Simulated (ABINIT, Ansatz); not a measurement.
**Osmium (P6_3/mmc): from the cell to the phonon bands**

How does Osmium (P6_3/mmc) vibrate, and is this structure a minimum?

Calculated with ABINIT 10.8.3; DFT PBE, scalar-relativistic, plane waves, PseudoDojo norm-conserving pseudopotentials.

## 1. Set-up

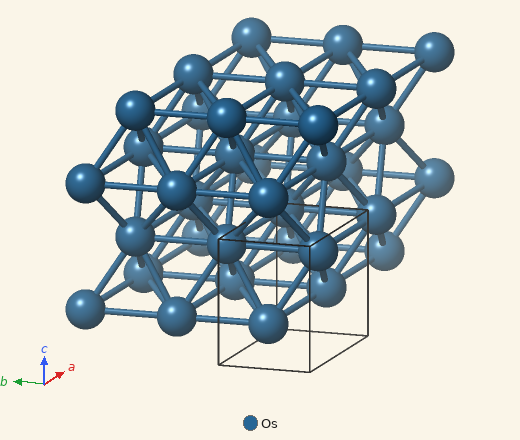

The cell as given, from a free direction (osmium blue). 3×3×2 cells are drawn.

## 2. A first look

A first run with smearing and empty bands tells whether the crystal has a gap, which decides between fixed occupations and smearing later on.

The input, probe.abi:

```
# ground state
tolvrs 1.0d-08
prtden 1
prtwf 1

# basis, mesh and filling
ecut 33.0
ngkpt 9 9 4
nshiftk 1
shiftk 0.0 0.0 0.0
istwfk *1
occopt 7
tsmear 0.005
nband 24
nstep 100
diemac 9.0
prtebands 0
prtgsr 0

# cell and atoms
acell 5.166700197 5.166700197 8.163049941
rprim 
    1.0 0.0 0.0
    -0.5 0.8660254038 0.0
    0.0 0.0 1.0
ntypat 1
znucl 76
natom 2
typat 1 1
xred 
    1/3 2/3 0.25
    2/3 1/3 0.75
pp_dirpath "./pseudo"
pseudos "Os.upf"
```

Run with:

```console
$ OMP_NUM_THREADS=1 mpirun -n 16 abinit probe.abi > probe.log
```

Numbers of over 12 decimals in the logs are rounded to 6 here.

probe.abo, the main output file:

```text
[banners, grids, parts of the stress and lines that vanish by symmetry left out]
- input  file    -> probe.abi
- output file    -> probe.abo
- root for input  files -> probei
[...]
Symmetries : space group P6_3/m m c (#194); Bravais hP (primitive hexag.)
[...]
mpw =        1743          nfft =       40500          nkpt =          36
[...]
== DATASET  1 ==================================================================
[...]
-    --> not optimal distribution: autoparal keyword recommended in input file <--
[...]
cutoff_energies: {ecut:  33.0, pawecutdg:  -1.0, }
[...]
ETOT  1  -202.28283911882    -2.023E+02 1.028E-01 4.220E+01
 ETOT  2  -202.37749157242    -9.465E-02 2.942E-02 1.286E+01
 ETOT  3  -202.38110206349    -3.610E-03 2.415E-03 2.455E-03
 ETOT  4  -202.38110381935    -1.756E-06 8.183E-04 6.247E-05
 ETOT  5  -202.38110383562    -1.628E-08 4.675E-04 2.306E-07
 ETOT  6  -202.38110383567    -5.139E-11 2.504E-04 5.356E-09
 At SCF step    6       vres2   =  5.36E-09 < tolvrs=  1.00E-08 =>converged.
[...]
sigma(1 1)= -2.53919327E-04  sigma(3 2)=  0.00000000E+00
  sigma(2 2)= -2.53919329E-04  sigma(3 1)=  0.00000000E+00
  sigma(3 3)= -2.47564600E-04  sigma(2 1)=  0.00000000E+00
[...]
convergence: {deltae: -5.139E-11, res2:  5.356E-09, residm:  2.504E-04, diffor: null, }
etotal    :  -2.02381104E+02
[...]
sigma(1 1)= -2.53919327E-04  sigma(3 2)=  0.00000000E+00
  sigma(2 2)= -2.53919329E-04  sigma(3 1)=  0.00000000E+00
  sigma(3 3)= -2.47564600E-04  sigma(2 1)=  0.00000000E+00
[...]
- sigma(1 1)= -7.47056452E+00  sigma(3 2)=  0.00000000E+00
- sigma(2 2)= -7.47056457E+00  sigma(3 1)=  0.00000000E+00
- sigma(3 3)= -7.28360200E+00  sigma(2 1)=  0.00000000E+00
[...]
fcart     -1.5634612734E-28 -9.0266478707E-29 -1.3510973121E-25
           strten     -2.5391932693E-04 -2.5391932861E-04 -2.4756460012E-04
================================================================================

[key lines of the parts left out:]
pressure_GPa:   7.4082E+00
```

Run time: 4.4 s. Hardware: 16 MPI ranks of Arm Neoverse V2, shared host.

This step gave:

- volume per atom: 13.98 Å³
- pressure: 7.408 GPa
- gap on the k-mesh: 0 eV

No gap opens on this mesh, so smearing is kept; the printed pressure holds the stress of the finite basis too.

## 3. Relaxing the cell and atoms

The harmonic expansion needs vanishing forces, and a free crystal bears no stress, so cell and atoms are brought to rest. Stress is more sensitive to the basis than forces are: the last 3 Ha under the cutoff are smoothed with ecutsm, and the cutoff is raised above that of the later runs.

The input, relax.abi:

```
# relaxation
ionmov 2
optcell 2
dilatmx 1.08
ntime 40
tolmxf 1.0d-05
tolvrs 1.0d-14
prtwf 0
prtden 0
chksymtnons 0

# basis, mesh and filling
ecut 41.0
ecutsm 3.0
ngkpt 12 12 6
nshiftk 1
shiftk 0.0 0.0 0.0
istwfk *1
occopt 7
tsmear 0.01
nband 24
nstep 100
diemac 1000000.0
prtebands 0
prtgsr 0

# cell and atoms
acell 5.166700197 5.166700197 8.163049941
rprim 
    1.0 0.0 0.0
    -0.5 0.8660254038 0.0
    0.0 0.0 1.0
ntypat 1
znucl 76
natom 2
typat 1 1
xred 
    1/3 2/3 0.25
    2/3 1/3 0.75
pp_dirpath "./pseudo"
pseudos "Os.upf"
```

Run with:

```console
$ OMP_NUM_THREADS=1 mpirun -n 16 abinit relax.abi > relax.log
```

relax.abo, the main output file:

```text
[banners, grids, parts of the stress and lines that vanish by symmetry left out]
- input  file    -> relax.abi
- output file    -> relax.abo
- root for input  files -> relaxi
[...]
Symmetries : space group P6_3/m m c (#194); Bravais hP (primitive hexag.)
[...]
mpw =        3003          nfft =       69984          nkpt =          76
[...]
== DATASET  1 ==================================================================
[...]
cutoff_energies: {ecut:  41.0, pawecutdg:  -1.0, }
[...]
ETOT  1  -202.27798550016    -2.023E+02 1.282E-01 7.297E+01
 ETOT  2  -202.37810766576    -1.001E-01 1.631E-02 1.956E+01
 ETOT  3  -202.38132262021    -3.215E-03 4.495E-03 8.617E-03
 ETOT  4  -202.38132618575    -3.566E-06 3.379E-03 2.150E-04
 ETOT  5  -202.38132621939    -3.364E-08 3.482E-03 3.475E-06
[...]
At SCF step    9       vres2   =  2.61E-15 < tolvrs=  1.00E-14 =>converged.
[...]
sigma(1 1)= -2.65579361E-04  sigma(3 2)=  0.00000000E+00
  sigma(2 2)= -2.65579363E-04  sigma(3 1)=  0.00000000E+00
  sigma(3 3)= -3.12737945E-04  sigma(2 1)=  0.00000000E+00
[...]
convergence: {deltae: -2.103E-12, res2:  2.610E-15, residm:  1.579E-04, diffor: null, }
etotal    :  -2.02381326E+02
[...]
ETOT  1  -202.37566248425    -2.024E+02 7.802E-05 3.921E+01
[...]
At SCF step    9       vres2   =  6.20E-16 < tolvrs=  1.00E-14 =>converged.
[...]
sigma(1 1)=  7.03689221E-05  sigma(3 2)=  0.00000000E+00
  sigma(2 2)=  7.03689205E-05  sigma(3 1)=  0.00000000E+00
  sigma(3 3)=  7.79055331E-05  sigma(2 1)=  0.00000000E+00
[...]
convergence: {deltae:  2.956E-12, res2:  6.204E-16, residm:  5.059E-05, diffor: null, }
etotal    :  -2.02381811E+02
[...]
ETOT  1  -202.38157161242    -2.024E+02 1.238E-02 1.735E+00
[...]
At SCF step    8       vres2   =  2.41E-15 < tolvrs=  1.00E-14 =>converged.
[...]
sigma(1 1)=  2.64524706E-06  sigma(3 2)=  0.00000000E+00
  sigma(2 2)=  2.64524544E-06  sigma(3 1)=  0.00000000E+00
  sigma(3 3)=  1.67438248E-06  sigma(2 1)=  0.00000000E+00
[...]
convergence: {deltae:  5.684E-14, res2:  2.412E-15, residm:  1.051E-04, diffor: null, }
etotal    :  -2.02381850E+02
[...]
ETOT  1  -202.38184933234    -2.024E+02 4.726E-04 1.854E-03
[...]
At SCF step    7       vres2   =  3.31E-15 < tolvrs=  1.00E-14 =>converged.
[...]
sigma(1 1)=  1.56908781E-07  sigma(3 2)=  0.00000000E+00
  sigma(2 2)=  1.56907162E-07  sigma(3 1)=  0.00000000E+00
  sigma(3 3)= -3.39612058E-07  sigma(2 1)=  0.00000000E+00
[...]
convergence: {deltae: -1.080E-12, res2:  3.305E-15, residm:  4.029E-05, diffor: null, }
etotal    :  -2.02381850E+02
[...]
ETOT  1  -202.38184963019    -2.024E+02 8.340E-05 1.203E-05
[...]
At SCF step    6       vres2   =  1.31E-15 < tolvrs=  1.00E-14 =>converged.
[...]
sigma(1 1)=  3.84518769E-08  sigma(3 2)=  0.00000000E+00
  sigma(2 2)=  3.84502579E-08  sigma(3 1)=  0.00000000E+00
  sigma(3 3)= -1.44721943E-07  sigma(2 1)=  0.00000000E+00
[...]
convergence: {deltae:  7.674E-13, res2:  1.308E-15, residm:  5.815E-05, diffor: null, }
etotal    :  -2.02381850E+02
[...]
ETOT  1  -202.38184963165    -2.024E+02 3.544E-05 4.237E-06
[...]
ETOT  5  -202.38184963235     2.274E-12 2.439E-06 3.525E-13
 ETOT  6  -202.38184963236    -3.581E-12 7.208E-06 2.679E-16
 At SCF step    6       vres2   =  2.68E-16 < tolvrs=  1.00E-14 =>converged.
[...]
sigma(1 1)= -6.90441024E-10  sigma(3 2)=  0.00000000E+00
  sigma(2 2)= -6.92060048E-10  sigma(3 1)=  0.00000000E+00
  sigma(3 3)= -8.00930822E-10  sigma(2 1)=  0.00000000E+00
[...]
convergence: {deltae: -3.581E-12, res2:  2.679E-16, residm:  7.208E-06, diffor: null, }
etotal    :  -2.02381850E+02
[...]
At Broyd/MD step   6, gradients are converged :
[...]
sigma(1 1)= -6.90441024E-10  sigma(3 2)=  0.00000000E+00
  sigma(2 2)= -6.92060048E-10  sigma(3 1)=  0.00000000E+00
  sigma(3 3)= -8.00930822E-10  sigma(2 1)=  0.00000000E+00
[...]
- sigma(1 1)= -2.03134762E-05  sigma(3 2)=  0.00000000E+00
- sigma(2 2)= -2.03611096E-05  sigma(3 1)=  0.00000000E+00
- sigma(3 3)= -2.35641983E-05  sigma(2 1)=  0.00000000E+00
[...]
fcart      2.5897671965E-28  3.8875272488E-28  1.5986951011E-31
           strten     -6.9044102380E-10 -6.9206004816E-10 -8.0093082166E-10
================================================================================

[key lines of the parts left out:]
pressure_GPa:   2.1413E-05
Total energy (etotal) [Ha]= -2.02381849632355E+02
```

It took 57 s on 16 MPI ranks.

Relaxation path:

```
step  energy less that of the first step (eV)  largest force (eV/Å)  volume (Å³)
   1                                   0.0000                0.0000        27.96
   2                                  -0.0132                0.0000        28.68
   3                                  -0.0142                0.0000        28.53
   4                                  -0.0142                0.0000        28.52
   5                                  -0.0142                0.0000        28.52
   6                                  -0.0142                0.0000        28.52
```

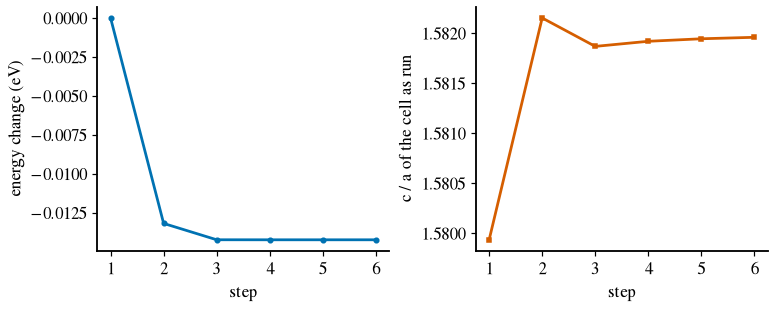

Energy and cell shape along the relaxation.

```csv
"conventional cell, symmetrised",before,after,change
a (Å),2.734,2.751,+0.6 %
b (Å),2.734,2.751,+0.6 %
c (Å),4.320,4.352,+0.7 %
volume (Å³/atom),13.98,14.26,+2.0 %
```

The relaxed structure:

```xyz
2
Lattice="2.7510 0.0000 0.0000 -1.3755 2.3824 0.0000 0.0000 0.0000 4.3520" Properties=species:S:1:pos:R:3 pbc="T T T"
Os    0.0000    1.5883    1.0880
Os    1.3755    0.7941    3.2640
```

Read from the output:

- volume per atom: 14.26 Å³
- pressure: 2.14e-5 GPa

The volume changes by +2.0 % in this run and stands +2.0 % from the first cell.

## 4. Ground state

First-order wavefunctions inherit every error of the ground state, hence the very tight tolvrs. Smearing stays on, as the first look found no gap above 0.3 eV.

The input, gs.abi:

```
# ground state
tolvrs 1.0d-16
prtden 1
prtwf 1

# basis, mesh and filling
ecut 33.0
ngkpt 12 12 6
nshiftk 1
shiftk 0.0 0.0 0.0
istwfk *1
occopt 7
tsmear 0.01
nband 24
nstep 100
diemac 1000000.0
prtebands 0
prtgsr 0

# cell and atoms
acell 5.198624083 5.198624083 8.224008283
rprim 
    1.0 0.0 0.0
    -0.5 0.8660254038 0.0
    0.0 0.0 1.0
ntypat 1
znucl 76
natom 2
typat 1 1
xred 
    1/3 2/3 0.25
    2/3 1/3 0.75
pp_dirpath "./pseudo"
pseudos "Os.upf"
```

Run with:

```console
$ OMP_NUM_THREADS=1 mpirun -n 16 abinit gs.abi > gs.log
```

gs.abo, the main output file:

```text
[banners, grids, parts of the stress and lines that vanish by symmetry left out]
- input  file    -> gs.abi
- output file    -> gs.abo
- root for input  files -> gsi
[...]
Symmetries : space group P6_3/m m c (#194); Bravais hP (primitive hexag.)
[...]
mpw =        1773          nfft =       40500          nkpt =          76
[...]
== DATASET  1 ==================================================================
[...]
cutoff_energies: {ecut:  33.0, pawecutdg:  -1.0, }
[...]
ETOT  1  -202.28338308612    -2.023E+02 1.273E-01 4.267E+01
 ETOT  2  -202.37826471703    -9.488E-02 1.107E-02 1.145E+01
 ETOT  3  -202.38157848035    -3.314E-03 2.041E-03 5.059E-03
 ETOT  4  -202.38158097689    -2.497E-06 2.478E-03 9.236E-05
 ETOT  5  -202.38158100017    -2.328E-08 1.503E-03 1.859E-06
[...]
ETOT  9  -202.38158100075    -1.478E-12 4.129E-04 1.891E-15
 ETOT 10  -202.38158100075    -8.527E-14 1.257E-04 8.221E-18
 At SCF step   10       vres2   =  8.22E-18 < tolvrs=  1.00E-16 =>converged.
[...]
sigma(1 1)=  2.32712029E-05  sigma(3 2)=  0.00000000E+00
  sigma(2 2)=  2.32712013E-05  sigma(3 1)=  0.00000000E+00
  sigma(3 3)=  2.36928870E-05  sigma(2 1)=  0.00000000E+00
[...]
convergence: {deltae: -8.527E-14, res2:  8.221E-18, residm:  1.257E-04, diffor: null, }
etotal    :  -2.02381581E+02
[...]
sigma(1 1)=  2.32712029E-05  sigma(3 2)=  0.00000000E+00
  sigma(2 2)=  2.32712013E-05  sigma(3 1)=  0.00000000E+00
  sigma(3 3)=  2.36928870E-05  sigma(2 1)=  0.00000000E+00
[...]
- sigma(1 1)=  6.84662427E-01  sigma(3 2)=  0.00000000E+00
- sigma(2 2)=  6.84662379E-01  sigma(3 1)=  0.00000000E+00
- sigma(3 3)=  6.97068801E-01  sigma(2 1)=  0.00000000E+00
[...]
fcart     -1.5538603177E-28  2.9904055757E-29 -0.0000000000E+00
           strten      2.3271202883E-05  2.3271201264E-05  2.3692886983E-05
================================================================================

[key lines of the parts left out:]
pressure_GPa:  -6.8880E-01
```

The job ended after 8.7 s (16 MPI ranks; 2.3 min of CPU time).

This step gave:

* pressure: -0.6888 GPa

The cell stands at -0.69 GPa: the relaxation ran with a smoothed and higher cutoff, and the difference is a stress of the finite basis.

(Continued in part 2 of 4.)

[Host names and launcher messages were left out of these logs when they were recorded.]

[Logs are printed without paths, hosts, clocks, repeated set-up lines and the standing remarks that a program may print on its own settings, such as how far it seeks lower states.]

[Hosts, paths, dates, database ids (printed as entryN), source tags and the programs' standing remarks are cut or masked in the printed files.]
